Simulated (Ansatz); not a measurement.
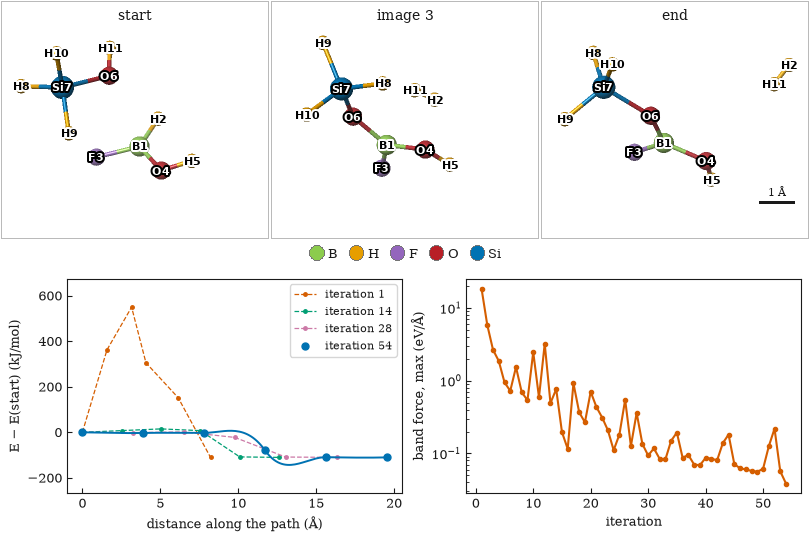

A search for the minimum-energy path of BSiH₆O₂F, made up at the start of BH₂OF and SiH4O by the nudged elastic band. Images are numbered from 0 (start) to 5 (end). The plot follows the band through its iterations. A ball-and-stick model, seen from a free direction.

The calculation used RHF/6-31G* in Ansatz. Settings: 4 movable images; no climbing image; force threshold 0.05 eV/Å; iteration limit 60; starting path through a guess of the saddle point.

**Judge this run.**

The run is converged, with reservations. The band converged in 54 iterations. The largest component of the band force went from 19 to 0.038 eV/Å. The first iteration put the highest image at 549.7 kJ/mol. No barrier shows: the energy is highest at the start, and the end lies 110.2 kJ/mol below the start.

Limits of the set-up: the start holds two separate molecules, 2.7 Å apart at their closest, whose relative position is a soft coordinate and is computed without a dispersion correction; Hartree-Fock leaves out electron correlation.

The run took 6.6 min on 1 thread of Arm Neoverse V1 (shared host), peak memory 0.17 GiB.
